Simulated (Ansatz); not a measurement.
AlBHNS (SMILES B=[N][Al+][S-])

```yaml
atoms:
  - { symbol: Al, position_ang: [0.0000, 0.0000, -1.3915] }
  - { symbol: B, position_ang: [0.0000, 0.0000, 1.6239] }
  - { symbol: N, position_ang: [0.0000, 0.0000, 0.3600] }
  - { symbol: S, position_ang: [0.0000, 0.0000, -3.3972] }
  - { symbol: H, position_ang: [0.0000, 0.0000, 2.8048] }
```

Geometry: r2SCAN-D4/def2-SVP.

All numbers below come from isolated molecule in a Gaussian basis; Kohn-Sham density functional theory, functional PBE0 (Ansatz).

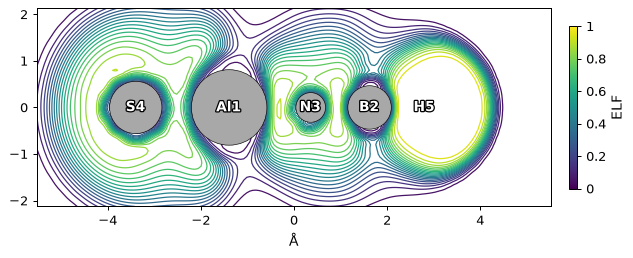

Figure 1. Electron localisation function on a plane that holds the molecular axis. Grey discs cover the atomic cores.

**Describe what can be read from this map.**

- The plane passes through Al, B, N, S and H nuclei.
- B–N (1.26 Å): the ELF peaks at about 0.90 between the atoms; a short, strongly polar bond.
- Al–N (1.75 Å): the ELF peaks at about 0.90 between the atoms (a short, strongly polar bond).
- Al–S (2.01 Å): the ELF peaks at about 0.80 in the valence shell of S, 0.9 Å from its nucleus, and is about 0.70 at the midpoint.
- B–H (1.18 Å): the ELF climbs to about 1 towards the hydrogen, as it does in any bond to H; a covalent bond by its length.
- The ELF also peaks beside S4, away from the bonds: lone-pair regions.

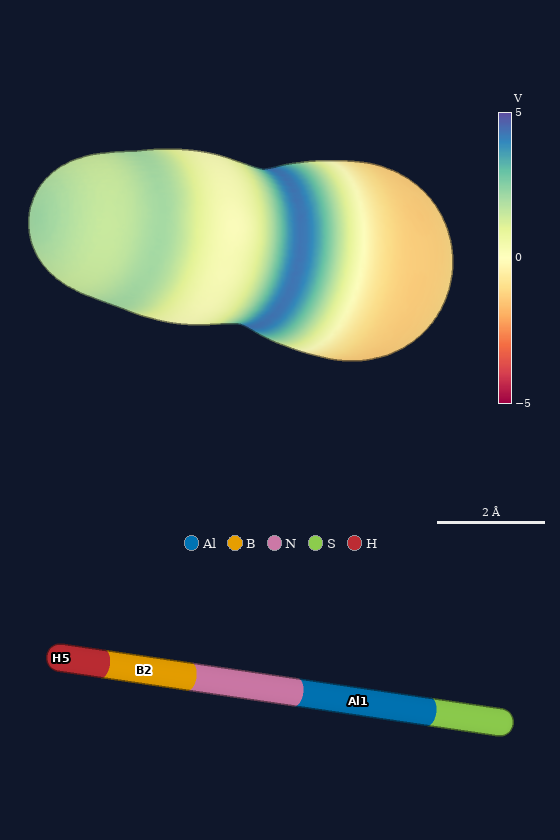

Figure 2. The electrostatic potential painted on the density surface at 0.004 e/bohr³, seen at a tilt; the colour scale runs from red (negative) to blue (positive). The bare structure is drawn below in the same view.

**Describe the electrostatic potential map.**

The most negative region (about −1.4 V) lies over S4, the most positive (about +4.3 V) over Al1.

**How polar is the molecule by this calculation?**

Its dipole moment is 5.89 D.
